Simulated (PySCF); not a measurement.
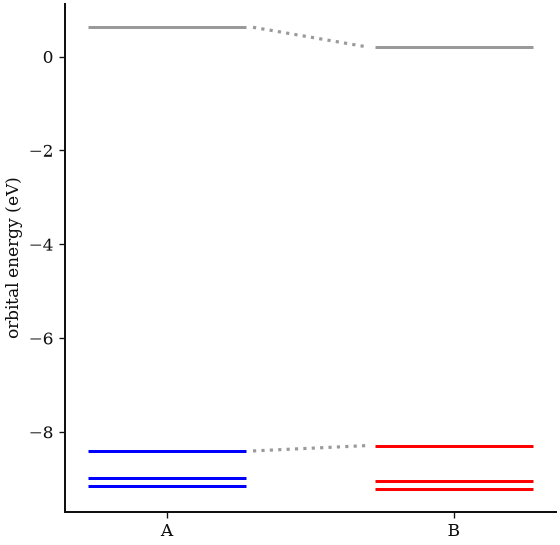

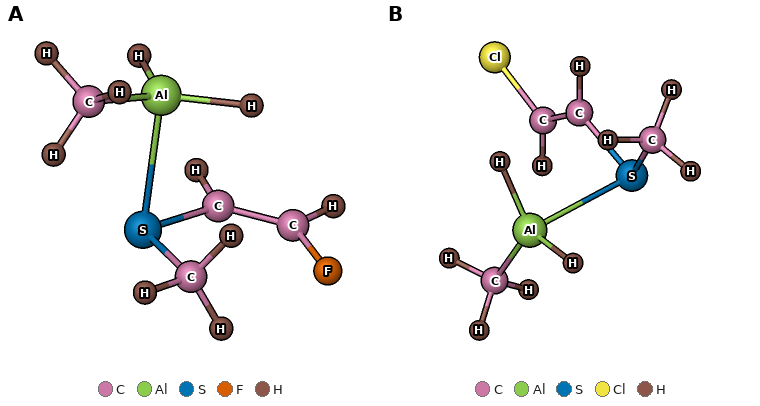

Related molecules: A is C₄H₁₀AlFS, SMILES [CH3][AlH2-][S@+](C)/C=C\F, singlet; B is C₄H₁₀AlClS, SMILES [CH3][AlH2-][S@+](C)/C=C/Cl, singlet. Frontier orbital energies, CAM-B3LYP/def2-SVPD with PySCF 2.14.0, at a GFN2-xTB geometry (no frequency check); drawn are at most three filled levels and, in grey, the LUMO with any level within 0.03 eV of it; dotted lines join the HOMOs and the LUMOs.

**What does the change do to the frontier levels?**

From A to B the HOMO rises by 0.11 eV and the LUMO falls by 0.42 eV, so the separation goes from 9.03 to 8.49 eV.

Caveats, for all or some of the runs: empty levels above zero depend strongly on the basis; one conformer of a flexible molecule; the tight-binding geometry is rougher than a DFT one and adds to the error.
